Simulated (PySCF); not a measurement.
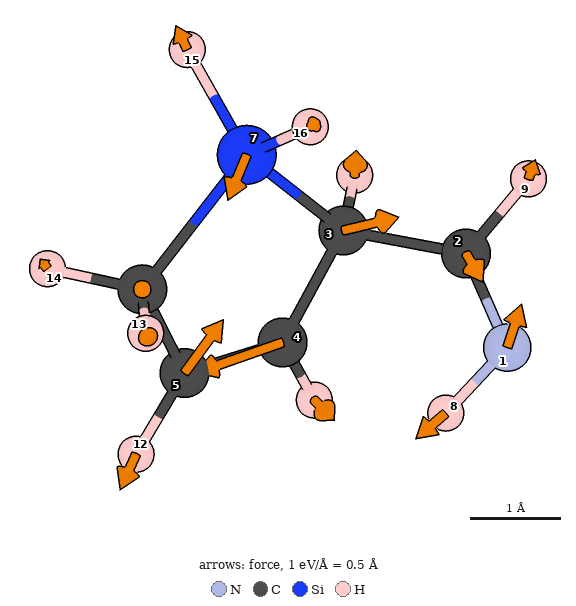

Starting geometry of C5H9NSi with the computed forces as orange arrows. The picture is a ball-and-stick view, seen at a tilt.

The start comes from GFN2-xTB. Its atoms were then displaced at random by about 0.01 Å.

These are results of PBE0-D3(BJ)/def2-SVP geometry optimisation, gas phase in PySCF 2.14.0, density-fitted response routines, not measurements. 

Q: What follows when this structure is relaxed?

A: It isn't relaxed: the largest force vector, on a C atom, is 2.19 eV/Å. The final displacements have little in common with the starting forces (cosine between the two patterns 0.21). Over 9 geometry steps the energy falls by 0.171 eV. The atom that moves furthest after the best rigid fit is an H atom (0.16 Å). Largest moves by element: H 0.16 Å, C 0.07 Å, N 0.06 Å, Si 0.06 Å. Some distances before and after: C–C 1.463 → 1.508 Å, H–Si 1.462 → 1.495 Å, C–H 1.071 → 1.096 Å, H–N 1.008 → 1.029 Å. Among the angles between lasting bonds that change: C–C–Si 105.6° → 101.3°, C–C–H 123.7° → 120.7°, N–C–H 114.5° → 117.3°. The run took 2.5 min on 1 thread of Arm Neoverse N1, on a shared host.
